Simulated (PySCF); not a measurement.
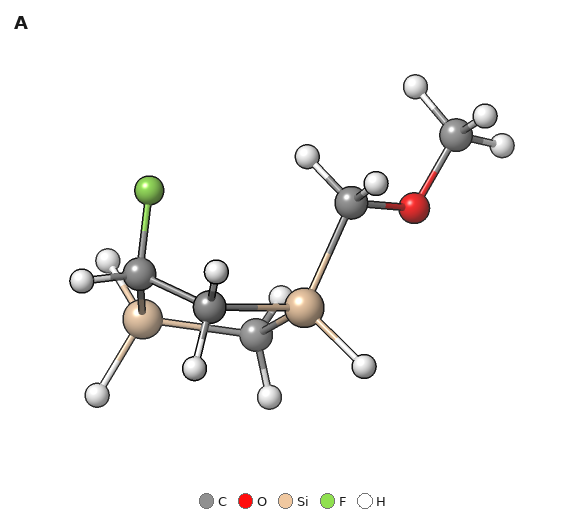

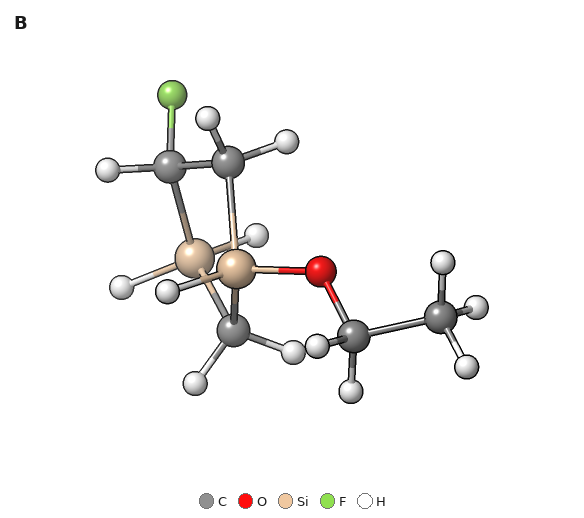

2 stationary structures of one formula. Geometries: GFN2-xTB. Electronic energies: PBE0/pcSseg-1 (PySCF 2.14.0), without zero-point energy. No frequency run is at hand to confirm each as a minimum. Each is one conformer, not always the lowest.

### Are they conformers, stereoisomers or constitutional isomers?

They are constitutional isomers of C5H13FOSi2: A `COC[Si@@H]1C[SiH2][C@H](F)C1`, B `CCO[Si@@H]1C[SiH2][C@H](F)C1`.

### Which is lowest in energy, and by how much?

B is lowest; A lies 31.7 kcal/mol above it.

The geometry is semi-empirical. Around Si such bond lengths and angles can be off by a tenth of an ångström or more and by several degrees, and values that hang on the shape move with them.
